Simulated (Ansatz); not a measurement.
```
Sn P I
1.0
     3.96869    0.00000    0.00000
    -1.98435    3.43699    0.00000
     0.00000    0.00000   36.90882
Sn P I
2 1 1
Direct
  0.00000 0.00000 0.23602
  0.00000 0.00000 0.32293
  0.66667 0.33333 0.35396
  0.66667 0.33333 0.17616
```

A structure generated by program, which may or may not match a known phase.

Theory: DFT PBE, scalar-relativistic, plane waves, PAW (Ansatz).

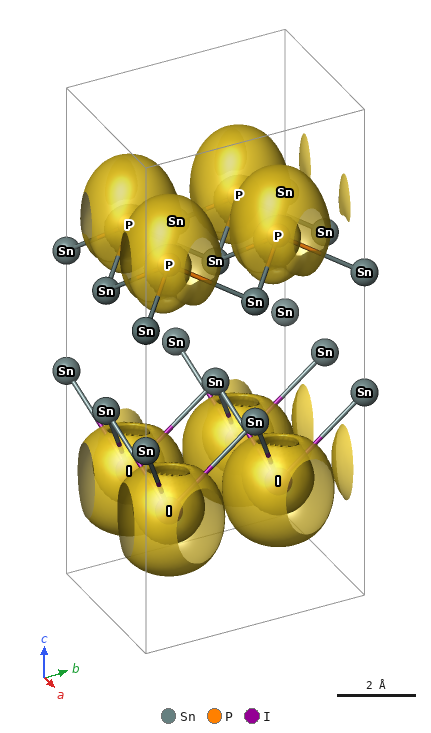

Sn2PI. Isosurface of the ELF at 0.65 (yellow), seen slightly off an axis. Only the valence region is drawn (cores and ρ < 0.01 e/Å³ removed). Sticks mark near contacts.

Identify the bonds, lone pairs and shells in this picture.

Answer. The ELF exceeds this value in one region on P in which the atom's valence shell and bonds are merged and one region wrapped around I (its valence shell), counted in one cell of 4 atoms. Counts are for one cell; the picture repeats the cell along the surface.

Values along the shortest contacts:
Sn–P (2.56 Å): the ELF peaks at about 0.90 in the valence shell of P, 0.8 Å from its nucleus, and is about 0.65 at the midpoint. Sn–I (3.18 Å): the ELF is about 0.45 at the midpoint and 0.30 at its lowest between the atoms.
